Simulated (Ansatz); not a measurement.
Consider Ge2H.

```
CELL_PARAMETERS angstrom
3.05381 0.00000 0.00000
0.00000 3.05381 0.00000
0.00000 0.00000 8.20482
ATOMIC_POSITIONS crystal
H 0.00000 0.00000 0.00000
H 0.50000 0.50000 0.50000
Ge 0.00000 0.00000 0.33300
Ge 0.50000 0.50000 0.83300
Ge 0.00000 0.00000 0.66700
Ge 0.50000 0.50000 0.16700
```

Space group I4/mmm; built by placing these elements on a known structure type; not relaxed (largest force 1.7 eV/Å); computed pressure about 13 GPa in this cell; computed without spin polarisation.

Theory: Ansatz, DFT, PAW plane waves, r2SCAN.

**What will maps of the electron localisation function show?**

Ge–Ge (2.55 Å): the ELF reaches about 0.55 near the midpoint.
Ge–H (2.56 Å): the ELF climbs to about 1 towards the hydrogen.
Ge–Ge (2.74 Å): the ELF peaks at about 0.60 between the atoms.

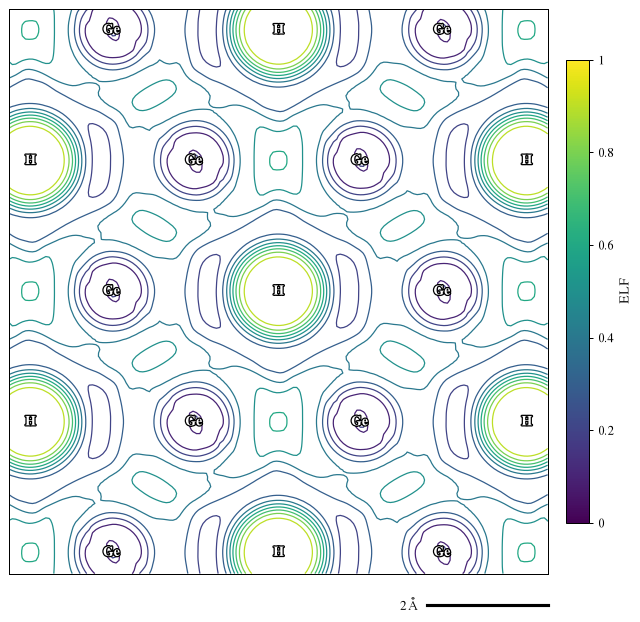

Computed electron localisation function on the (11̄0) plane of the conventional cell. 

In a PAW calculation such maps are meaningful between the atoms, not at the nuclei.
